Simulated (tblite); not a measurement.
# Si2H3OF2: geometry relaxation

- system: Si2H3OF2, multiplicity 2, SMILES [O][Si](F)(F)[SiH3]
- method: GFN2-xTB geometry optimisation, gas phase (tblite 0.8.0)

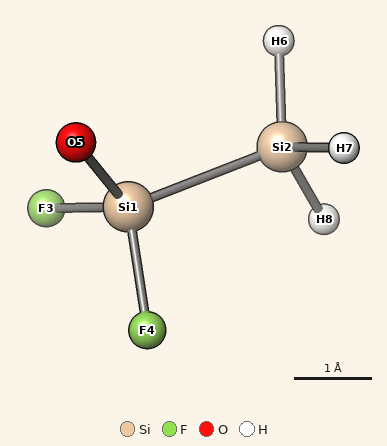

The starting structure (ball-and-stick view, seen at a tilt; atoms are numbered from 1 in the order of the input). Bond lengths as drawn: F–Si 1.70 Å, H–Si 1.47 to 1.49 Å, O–Si 1.74 Å and Si–Si 2.23 Å.

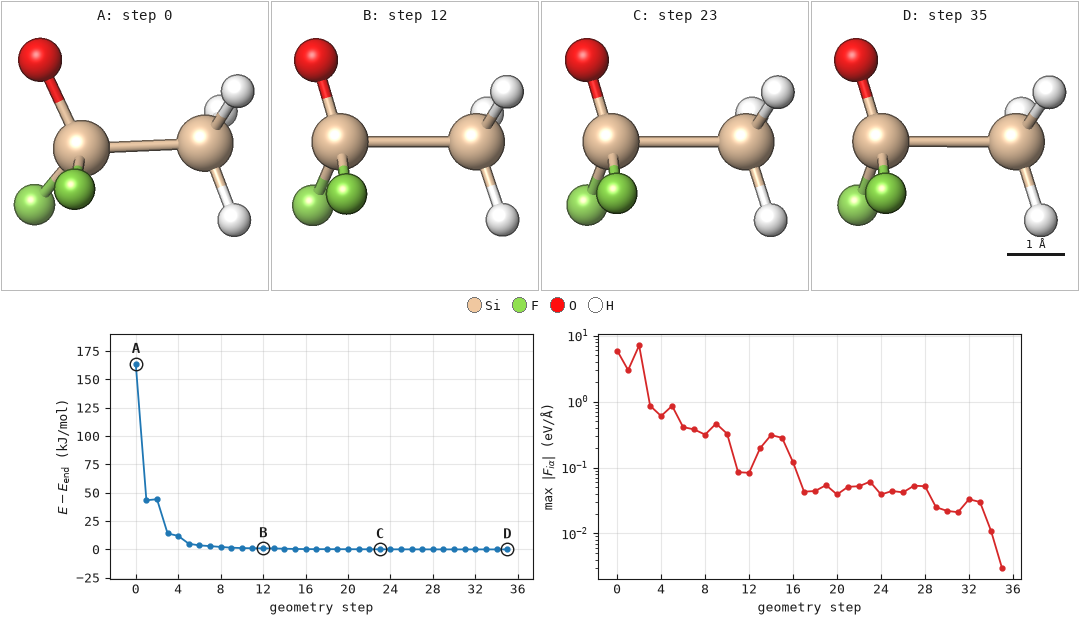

Frames of the relaxation (ball-and-stick view, seen at a tilt) above the curves, on which the letters mark them (steps are counted from 0).

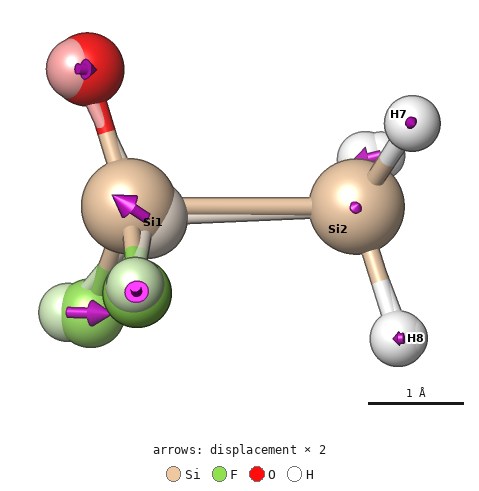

Start (faint) and end (solid) with the displacements as pink arrows, magnified 2 times (ball-and-stick view, seen at a tilt). The two geometries are laid on each other by the best rigid fit. The atom that moves furthest after the best rigid fit is F3 (0.26 Å). Largest moves by element: F 0.26 Å, Si 0.24 Å, H 0.17 Å, O 0.13 Å. Distances before and after: Si1–O5 1.736 → 1.506 Å, Si1–Si2 2.235 → 2.445 Å, Si1–F3 1.695 → 1.598 Å, Si2–H7 1.486 → 1.458 Å. Among the angles that change: F4–Si1–O5 107.3° → 125.6°, Si2–Si1–F3 111.8° → 96.5°, F3–Si1–O5 111.2° → 125.7°. The energy falls by 163.6 kJ/mol in 35 geometry steps. The largest force component goes from 5.9 to 0.003 eV/Å. (Atoms are counted from 1 in the order of the input.)

The input that produced these results follows, with the program's output.

The input
```
{"job": {"kind": "relax", "xc": "GFN2-xTB", "basis": "xTB"}, "charge": 0, "multiplicity": 2}
Si    -1.063976     0.018838    -0.098707
Si     1.166346    -0.047705     0.023355
F     -1.697910    -1.376055    -0.824692
F     -1.618514     0.053787     1.507675
O     -1.650479     1.453556    -0.879742
H      1.808156    -0.124473    -1.293937
H      1.568617     1.240251     0.645697
H      1.497353    -1.173953     0.905169
```

The first line tells a small driver script what to run in tblite; the rest is the geometry in Å.

Launched with:
```bash
OMP_NUM_THREADS=1 python <driver script> task.json out
```

The program's output
```
step      E/eV     max force
  0    -505.59227    7.526
  1    -506.83869    3.307
  2    -506.82922    8.350
  3    -507.14213    1.105
  4    -507.16464    0.738
  5    -507.23641    1.029
  6    -507.25154    0.522
  7    -507.25787    0.378
  8    -507.26565    0.376
  9    -507.27239    0.550
 10    -507.27592    0.394
 11    -507.27777    0.098
 12    -507.27845    0.102
 13    -507.27959    0.227
 14    -507.28170    0.365
 15    -507.28407    0.339
 16    -507.28544    0.153
 17    -507.28588    0.057
 18    -507.28603    0.049
 19    -507.28619    0.059
 20    -507.28642    0.048
 21    -507.28672    0.062
 22    -507.28707    0.064
 23    -507.28737    0.077
 24    -507.28755    0.051
 25    -507.28766    0.046
 26    -507.28776    0.043
 27    -507.28789    0.063
 28    -507.28802    0.063
 29    -507.28811    0.030
 30    -507.28814    0.024
 31    -507.28817    0.024
 32    -507.28822    0.041
 33    -507.28826    0.037
 34    -507.28828    0.015
 35    -507.28829    0.003
```

Trajectory as extended XYZ (Å, eV, eV/Å), 26 of the 36 frames kept, from step=0 to step=35
```
8
Properties=species:S:1:pos:R:3:forces:R:3 step=0 energy=-505.59227
Si   -1.0640    0.0188   -0.0987   -5.9290   4.1520  -2.0620
Si    1.1663   -0.0477    0.0234    1.7370   0.5080   0.2050
F    -1.6979   -1.3761   -0.8247    1.0450   1.5810   1.2120
F    -1.6185    0.0538    1.5077    0.8920  -0.5010  -1.9570
O    -1.6505    1.4536   -0.8797    2.5800  -5.2060   2.6890
H     1.8082   -0.1245   -1.2939   -0.1820  -0.1310   0.0430
H     1.5686    1.2403    0.6457   -0.1370  -0.3370  -0.0910
H     1.4974   -1.1740    0.9052   -0.0060  -0.0660  -0.0390
8
Properties=species:S:1:pos:R:3:forces:R:3 step=1 energy=-506.83869
Si   -1.1487    0.0782   -0.1282   -2.9930   1.2990  -0.5370
Si    1.1912   -0.0405    0.0263    0.4580   0.1940   0.1940
F    -1.6830   -1.3535   -0.8074    0.8680   1.2480   1.0120
F    -1.6058    0.0466    1.4797    0.7170  -0.4750  -1.4790
O    -1.6136    1.3792   -0.8413    1.2440  -2.0380   0.9440
H     1.8056   -0.1263   -1.2933   -0.1350  -0.1210  -0.1010
H     1.5667    1.2354    0.6444   -0.0910  -0.0740   0.0230
H     1.4973   -1.1749    0.9046   -0.0670  -0.0330  -0.0570
8
Properties=species:S:1:pos:R:3:forces:R:3 step=3 energy=-507.14213
Si   -1.2307    0.0764   -0.1215   -0.5650   0.8630  -0.3960
Si    1.2065   -0.0347    0.0320   -0.0440   0.0300   0.0020
F    -1.6558   -1.3155   -0.7753    0.2380  -0.2130   0.3610
F    -1.5835    0.0306    1.4347    0.1630  -0.5320   0.1130
O    -1.5869    1.3603   -0.8371    0.3990  -0.0960  -0.0990
H     1.8010   -0.1303   -1.2963   -0.1220  -0.1100  -0.0640
H     1.5639    1.2336    0.6455   -0.0290   0.1010   0.1130
H     1.4951   -1.1760    0.9028   -0.0400  -0.0420  -0.0300
8
Properties=species:S:1:pos:R:3:forces:R:3 step=4 energy=-507.16464
Si   -1.2427    0.0824   -0.1233   -0.3360   0.6030  -0.2620
Si    1.2069   -0.0340    0.0324   -0.0590   0.0320   0.0000
F    -1.6505   -1.3157   -0.7680    0.1930  -0.2630   0.3130
F    -1.5796    0.0221    1.4331    0.1220  -0.5010   0.1710
O    -1.5811    1.3633   -0.8414    0.2750   0.1810  -0.2390
H     1.7989   -0.1321   -1.2974   -0.1230  -0.1040  -0.0510
H     1.5633    1.2349    0.6472   -0.0310   0.0850   0.1030
H     1.4944   -1.1766    0.9022   -0.0420  -0.0320  -0.0350
8
Properties=species:S:1:pos:R:3:forces:R:3 step=6 energy=-507.25154
Si   -1.3158    0.1310   -0.1375    0.4100  -0.2750   0.1700
Si    1.2059   -0.0269    0.0350   -0.0690   0.0490   0.0060
F    -1.6115   -1.3308   -0.7088    0.0300   0.0410   0.1870
F    -1.5531   -0.0534    1.4320   -0.0430  -0.1580  -0.1020
O    -1.5399    1.4085   -0.8885   -0.1080   0.3940  -0.2560
H     1.7793   -0.1483   -1.3051   -0.1240  -0.0530   0.0410
H     1.5575    1.2451    0.6617   -0.0410  -0.0450   0.0200
H     1.4872   -1.1810    0.8961   -0.0550   0.0470  -0.0670
8
Properties=species:S:1:pos:R:3:forces:R:3 step=7 energy=-507.25787
Si   -1.3167    0.1363   -0.1386    0.3780  -0.0080   0.0010
Si    1.2042   -0.0250    0.0354   -0.0750   0.0380   0.0040
F    -1.6065   -1.3320   -0.6980    0.0210   0.0730   0.1540
F    -1.5511   -0.0656    1.4300   -0.0510  -0.1020  -0.1210
O    -1.5359    1.4170   -0.8966   -0.0660   0.0350  -0.0320
H     1.7743   -0.1513   -1.3051   -0.1180  -0.0460   0.0340
H     1.5560    1.2453    0.6638   -0.0340  -0.0350   0.0210
H     1.4852   -1.1805    0.8940   -0.0540   0.0450  -0.0600
8
Properties=species:S:1:pos:R:3:forces:R:3 step=8 energy=-507.26565
Si   -1.3059    0.1421   -0.1402    0.2440   0.2430  -0.1510
Si    1.2003   -0.0224    0.0357   -0.0790   0.0230   0.0030
F    -1.6020   -1.3318   -0.6848    0.0380   0.1020   0.1060
F    -1.5511   -0.0790    1.4257   -0.0310  -0.0360  -0.1410
O    -1.5342    1.4247   -0.9042    0.0090  -0.3150   0.1870
H     1.7668   -0.1552   -1.3041   -0.1050  -0.0370   0.0060
H     1.5537    1.2446    0.6663   -0.0240  -0.0060   0.0290
H     1.4820   -1.1788    0.8905   -0.0530   0.0260  -0.0400
8
Properties=species:S:1:pos:R:3:forces:R:3 step=10 energy=-507.27592
Si   -1.2720    0.1503   -0.1438   -0.0420   0.2200  -0.1270
Si    1.1905   -0.0178    0.0361   -0.0310   0.0090   0.0030
F    -1.5953   -1.3262   -0.6643    0.0870   0.0450  -0.0120
F    -1.5539   -0.0955    1.4129    0.0300   0.0510  -0.0650
O    -1.5355    1.4273   -0.9084    0.0960  -0.3250   0.2020
H     1.7513   -0.1618   -1.3024   -0.0840  -0.0220  -0.0440
H     1.5496    1.2431    0.6708   -0.0080   0.0400   0.0400
H     1.4749   -1.1751    0.8840   -0.0490  -0.0180   0.0030
8
Properties=species:S:1:pos:R:3:forces:R:3 step=11 energy=-507.27777
Si   -1.2658    0.1516   -0.1445   -0.0300   0.0180  -0.0100
Si    1.1883   -0.0169    0.0363   -0.0030   0.0130   0.0050
F    -1.5923   -1.3237   -0.6617    0.0850  -0.0150  -0.0470
F    -1.5538   -0.0963    1.4089    0.0300   0.0520   0.0100
O    -1.5349    1.4241   -0.9064    0.0560  -0.0620   0.0440
H     1.7468   -0.1633   -1.3030   -0.0830  -0.0170  -0.0410
H     1.5487    1.2437    0.6723   -0.0080   0.0310   0.0330
H     1.4725   -1.1749    0.8830   -0.0470  -0.0200   0.0060
8
Properties=species:S:1:pos:R:3:forces:R:3 step=13 energy=-507.27959
Si   -1.2639    0.1515   -0.1444    0.0440  -0.1750   0.0930
Si    1.1869   -0.0152    0.0369    0.0180   0.0170   0.0120
F    -1.5840   -1.3233   -0.6629    0.0670  -0.0580  -0.0570
F    -1.5514   -0.0938    1.4073    0.0110   0.0330   0.0740
O    -1.5310    1.4207   -0.9040   -0.0070   0.1960  -0.1150
H     1.7379   -0.1656   -1.3063   -0.0810  -0.0080  -0.0160
H     1.5475    1.2460    0.6756   -0.0100  -0.0030   0.0120
H     1.4676   -1.1760    0.8826   -0.0430  -0.0020  -0.0030
8
Properties=species:S:1:pos:R:3:forces:R:3 step=14 energy=-507.28170
Si   -1.2601    0.1508   -0.1441    0.0830  -0.2520   0.1340
Si    1.1851   -0.0123    0.0381    0.0360   0.0130   0.0150
F    -1.5704   -1.3247   -0.6649    0.0480  -0.0720  -0.0520
F    -1.5478   -0.0907    1.4071   -0.0070   0.0160   0.1000
O    -1.5247    1.4189   -0.9028   -0.0470   0.3100  -0.1880
H     1.7227   -0.1692   -1.3111   -0.0720   0.0050   0.0160
H     1.5454    1.2491    0.6807   -0.0070  -0.0390  -0.0120
H     1.4594   -1.1776    0.8818   -0.0330   0.0190  -0.0130
8
Properties=species:S:1:pos:R:3:forces:R:3 step=15 energy=-507.28407
Si   -1.2537    0.1495   -0.1434    0.0790  -0.2160   0.1160
Si    1.1829   -0.0082    0.0399    0.0450   0.0000   0.0140
F    -1.5513   -1.3277   -0.6677    0.0290  -0.0570  -0.0330
F    -1.5432   -0.0872    1.4082   -0.0230   0.0000   0.0870
O    -1.5162    1.4184   -0.9026   -0.0630   0.2820  -0.1770
H     1.7010   -0.1742   -1.3171   -0.0550   0.0210   0.0480
H     1.5424    1.2526    0.6874    0.0030  -0.0690  -0.0350
H     1.4478   -1.1791    0.8802   -0.0160   0.0380  -0.0190
8
Properties=species:S:1:pos:R:3:forces:R:3 step=17 energy=-507.28588
Si   -1.2472    0.1485   -0.1427   -0.0040   0.0150   0.0010
Si    1.1824   -0.0051    0.0417    0.0090  -0.0150   0.0080
F    -1.5352   -1.3315   -0.6701    0.0230   0.0020   0.0000
F    -1.5406   -0.0852    1.4112   -0.0190  -0.0020   0.0010
O    -1.5103    1.4209   -0.9049   -0.0180  -0.0030  -0.0100
H     1.6819   -0.1772   -1.3198   -0.0220   0.0270   0.0290
H     1.5404    1.2526    0.6913    0.0250  -0.0430  -0.0280
H     1.4383   -1.1788    0.8782    0.0060   0.0190  -0.0010
8
Properties=species:S:1:pos:R:3:forces:R:3 step=18 energy=-507.28603
Si   -1.2470    0.1487   -0.1426   -0.0170   0.0430  -0.0150
Si    1.1827   -0.0055    0.0419   -0.0080  -0.0150   0.0070
F    -1.5349   -1.3316   -0.6700    0.0250   0.0110   0.0030
F    -1.5413   -0.0854    1.4114   -0.0160   0.0010  -0.0120
O    -1.5109    1.4213   -0.9055   -0.0080  -0.0440   0.0160
H     1.6814   -0.1764   -1.3189   -0.0150   0.0230   0.0090
H     1.5410    1.2513    0.6904    0.0300  -0.0230  -0.0170
H     1.4385   -1.1781    0.8781    0.0080   0.0030   0.0090
8
Properties=species:S:1:pos:R:3:forces:R:3 step=20 energy=-507.28642
Si   -1.2472    0.1499   -0.1423   -0.0180   0.0310  -0.0120
Si    1.1826   -0.0071    0.0429   -0.0380  -0.0090   0.0010
F    -1.5304   -1.3313   -0.6702    0.0230   0.0130   0.0040
F    -1.5434   -0.0852    1.4114   -0.0140   0.0040  -0.0160
O    -1.5126    1.4211   -0.9068   -0.0070  -0.0390   0.0170
H     1.6775   -0.1736   -1.3171    0.0010   0.0100  -0.0350
H     1.5445    1.2474    0.6881    0.0380   0.0240   0.0100
H     1.4387   -1.1770    0.8787    0.0140  -0.0340   0.0310
8
Properties=species:S:1:pos:R:3:forces:R:3 step=21 energy=-507.28672
Si   -1.2474    0.1511   -0.1418   -0.0050  -0.0030   0.0020
Si    1.1814   -0.0084    0.0441   -0.0410  -0.0020  -0.0020
F    -1.5243   -1.3310   -0.6706    0.0160   0.0060   0.0050
F    -1.5453   -0.0845    1.4111   -0.0170   0.0030  -0.0100
O    -1.5138    1.4205   -0.9077   -0.0160   0.0000  -0.0030
H     1.6724   -0.1711   -1.3169    0.0080   0.0010  -0.0510
H     1.5483    1.2448    0.6868    0.0400   0.0430   0.0230
H     1.4382   -1.1770    0.8799    0.0160  -0.0480   0.0360
8
Properties=species:S:1:pos:R:3:forces:R:3 step=22 energy=-507.28707
Si   -1.2477    0.1524   -0.1413    0.0100  -0.0380   0.0180
Si    1.1793   -0.0100    0.0456   -0.0250   0.0060  -0.0010
F    -1.5156   -1.3307   -0.6713    0.0060  -0.0030   0.0050
F    -1.5479   -0.0833    1.4108   -0.0220   0.0000  -0.0010
O    -1.5154    1.4196   -0.9090   -0.0280   0.0450  -0.0270
H     1.6653   -0.1680   -1.3176    0.0100  -0.0080  -0.0520
H     1.5539    1.2421    0.6856    0.0350   0.0460   0.0280
H     1.4377   -1.1779    0.8821    0.0140  -0.0490   0.0310
8
Properties=species:S:1:pos:R:3:forces:R:3 step=24 energy=-507.28755
Si   -1.2481    0.1543   -0.1406    0.0100  -0.0270   0.0090
Si    1.1760   -0.0120    0.0476    0.0340   0.0130   0.0050
F    -1.5042   -1.3305   -0.6719   -0.0060  -0.0120   0.0050
F    -1.5530   -0.0819    1.4103   -0.0240  -0.0010   0.0010
O    -1.5190    1.4191   -0.9112   -0.0270   0.0390  -0.0190
H     1.6565   -0.1639   -1.3205   -0.0030  -0.0150  -0.0110
H     1.5635    1.2402    0.6849    0.0150   0.0120   0.0150
H     1.4380   -1.1810    0.8863    0.0020  -0.0100  -0.0060
8
Properties=species:S:1:pos:R:3:forces:R:3 step=25 energy=-507.28766
Si   -1.2482    0.1546   -0.1407   -0.0010   0.0000  -0.0040
Si    1.1761   -0.0120    0.0479    0.0440   0.0110   0.0060
F    -1.5036   -1.3306   -0.6716   -0.0050  -0.0080   0.0050
F    -1.5546   -0.0820    1.4101   -0.0200   0.0010  -0.0050
O    -1.5205    1.4194   -0.9117   -0.0170   0.0050   0.0020
H     1.6562   -0.1636   -1.3214   -0.0080  -0.0150   0.0040
H     1.5655    1.2405    0.6851    0.0090   0.0000   0.0090
H     1.4387   -1.1820    0.8870   -0.0020   0.0060  -0.0170
8
Properties=species:S:1:pos:R:3:forces:R:3 step=27 energy=-507.28789
Si   -1.2483    0.1552   -0.1411   -0.0220   0.0410  -0.0250
Si    1.1792   -0.0115    0.0489    0.0270   0.0050   0.0010
F    -1.5024   -1.3312   -0.6705    0.0030   0.0030   0.0030
F    -1.5593   -0.0821    1.4090   -0.0080   0.0060  -0.0140
O    -1.5247    1.4202   -0.9123    0.0050  -0.0530   0.0350
H     1.6549   -0.1641   -1.3227   -0.0100  -0.0120   0.0210
H     1.5703    1.2410    0.6863    0.0060  -0.0110   0.0040
H     1.4398   -1.1834    0.8872   -0.0030   0.0200  -0.0250
8
Properties=species:S:1:pos:R:3:forces:R:3 step=28 energy=-507.28802
Si   -1.2484    0.1559   -0.1414   -0.0230   0.0370  -0.0210
Si    1.1818   -0.0109    0.0499    0.0030   0.0050  -0.0030
F    -1.4997   -1.3315   -0.6699    0.0070   0.0060   0.0010
F    -1.5628   -0.0817    1.4079   -0.0020   0.0060  -0.0110
O    -1.5275    1.4202   -0.9126    0.0110  -0.0520   0.0330
H     1.6520   -0.1645   -1.3233   -0.0040  -0.0110   0.0200
H     1.5743    1.2409    0.6873    0.0080  -0.0080   0.0040
H     1.4400   -1.1840    0.8868    0.0000   0.0170  -0.0220
8
Properties=species:S:1:pos:R:3:forces:R:3 step=29 energy=-507.28811
Si   -1.2486    0.1564   -0.1416   -0.0130   0.0140  -0.0080
Si    1.1833   -0.0105    0.0507   -0.0160   0.0070  -0.0050
F    -1.4965   -1.3317   -0.6696    0.0060   0.0030  -0.0010
F    -1.5653   -0.0811    1.4071   -0.0010   0.0050  -0.0030
O    -1.5292    1.4199   -0.9126    0.0080  -0.0250   0.0150
H     1.6488   -0.1649   -1.3235    0.0020  -0.0100   0.0120
H     1.5774    1.2404    0.6881    0.0100  -0.0040   0.0060
H     1.4397   -1.1842    0.8863    0.0040   0.0100  -0.0160
8
Properties=species:S:1:pos:R:3:forces:R:3 step=31 energy=-507.28817
Si   -1.2490    0.1566   -0.1415    0.0030  -0.0180   0.0110
Si    1.1831   -0.0098    0.0512   -0.0210   0.0100  -0.0020
F    -1.4928   -1.3318   -0.6697    0.0020  -0.0040  -0.0030
F    -1.5668   -0.0803    1.4066   -0.0030   0.0010   0.0080
O    -1.5298    1.4192   -0.9126   -0.0030   0.0190  -0.0130
H     1.6456   -0.1656   -1.3233    0.0080  -0.0090   0.0010
H     1.5801    1.2397    0.6890    0.0090   0.0010   0.0060
H     1.4393   -1.1839    0.8852    0.0060   0.0010  -0.0080
8
Properties=species:S:1:pos:R:3:forces:R:3 step=32 energy=-507.28822
Si   -1.2495    0.1566   -0.1414    0.0100  -0.0270   0.0170
Si    1.1822   -0.0089    0.0513   -0.0150   0.0090   0.0010
F    -1.4910   -1.3320   -0.6698   -0.0010  -0.0070  -0.0030
F    -1.5678   -0.0798    1.4065   -0.0050  -0.0010   0.0110
O    -1.5301    1.4189   -0.9126   -0.0080   0.0330  -0.0230
H     1.6444   -0.1665   -1.3229    0.0080  -0.0060  -0.0040
H     1.5820    1.2394    0.6898    0.0070   0.0010   0.0040
H     1.4394   -1.1835    0.8840    0.0040  -0.0020  -0.0040
8
Properties=species:S:1:pos:R:3:forces:R:3 step=34 energy=-507.28828
Si   -1.2506    0.1565   -0.1412    0.0050  -0.0090   0.0080
Si    1.1809   -0.0070    0.0513    0.0010   0.0010   0.0010
F    -1.4901   -1.3325   -0.6698   -0.0010  -0.0020   0.0000
F    -1.5702   -0.0794    1.4066   -0.0030  -0.0020   0.0050
O    -1.5314    1.4189   -0.9129   -0.0030   0.0110  -0.0100
H     1.6449   -0.1685   -1.3221    0.0030   0.0010  -0.0030
H     1.5855    1.2392    0.6914    0.0000   0.0000   0.0000
H     1.4406   -1.1829    0.8816   -0.0020  -0.0010   0.0000
8
Properties=species:S:1:pos:R:3:forces:R:3 step=35 energy=-507.28829
Si   -1.2507    0.1565   -0.1412    0.0010   0.0000   0.0030
Si    1.1810   -0.0069    0.0512    0.0020   0.0000   0.0000
F    -1.4906   -1.3325   -0.6697    0.0000   0.0010   0.0000
F    -1.5704   -0.0795    1.4067   -0.0020  -0.0010   0.0020
O    -1.5317    1.4190   -0.9130    0.0000   0.0000  -0.0030
H     1.6455   -0.1686   -1.3220    0.0010   0.0010  -0.0010
H     1.5856    1.2393    0.6914    0.0000   0.0000   0.0000
H     1.4409   -1.1829    0.8815   -0.0020   0.0000  -0.0010
```

Key numbers

```csv
quantity,value
outcome,converged
total energy,−507.2883 eV
hardware,"1 CPU thread, shared host"
peak memory,0.18 GiB
```
